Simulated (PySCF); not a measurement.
C2H5Se, SMILES C(C)[Se], doublet at its PBE0/def2-SVP optimised geometry (Å):

```
8

C     -0.7651    -0.0012     0.0000
C      0.7503    -0.0012     0.0000
Se     1.5874     0.8738    -1.5199
H     -1.1647    -0.5133    -0.8879
H     -1.1522    -0.5177     0.8942
H     -1.1647     1.0237     0.0000
H      1.1646    -1.0237     0.0164
H      1.1647     0.4976     0.8927
```

Computed with unrestricted PBE0/def2-TZVP (PySCF 2.14.0). Cells within 0.4 Å of a nucleus heavier than hydrogen are left out (blank, or x).

Map of the electrostatic potential (hartree/e), clipped to [-0.08, 0.12] on the plane z = 0.0 Å:

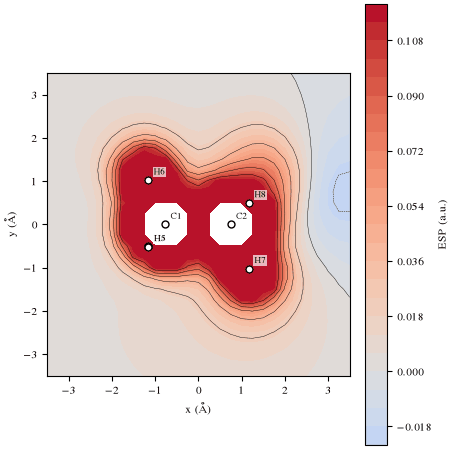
Electrostatic potential (hartree/e), clipped to [-0.08, 0.12] on the plane z = 0.0 Å.
